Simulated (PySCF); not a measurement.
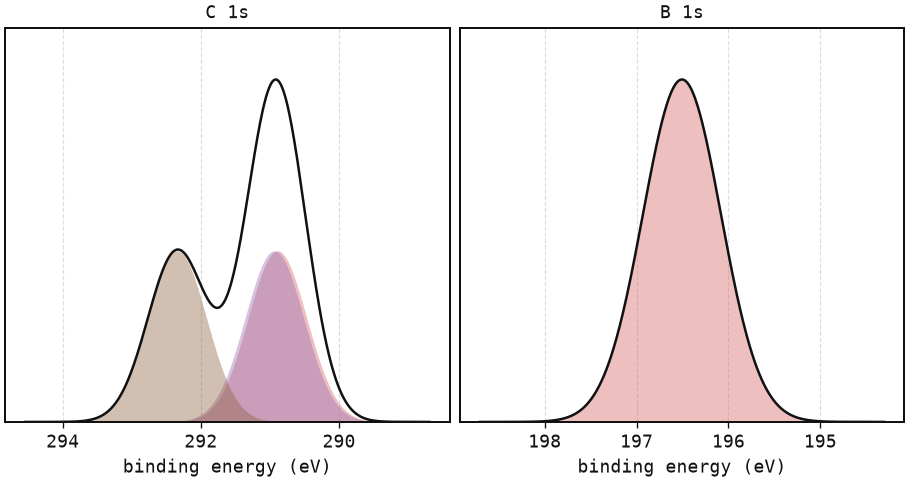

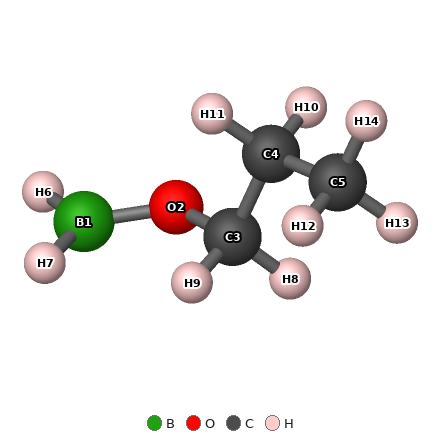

Simulated XPS of C₃H₉BO, SMILES BOCCC. Vertical core-electron binding energies by ΔSCF (SCAN, pcX-2 on the ionised atom, pcseg-1 elsewhere, spin-free X2C; PySCF, at a PBE0-D3(BJ)/def2-SVP geometry (no frequency check)), gas phase, against the vacuum level. One atom of each kind was ionised; within a panel, areas follow the number of like atoms, each panel is scaled alone, Gaussians of 1.0 eV full width. Only the regions named are shown. Lines closer than the width merge in the curve.

Which atoms give which peak?

Answer.
| level | atoms | binding energy (eV) |
| --- | --- | --- |
| C 1s | C3 | 292.3 |
| C 1s | C5 | 290.9 |
| C 1s | C4 | 290.9 |
| B 1s | B1 | 196.5 |

How large is the chemical shift across the C 1s region?

Answer. 1.5 eV, from C4 at 290.9 eV to C3 at 292.3 eV.

Note: one conformer of a flexible molecule.
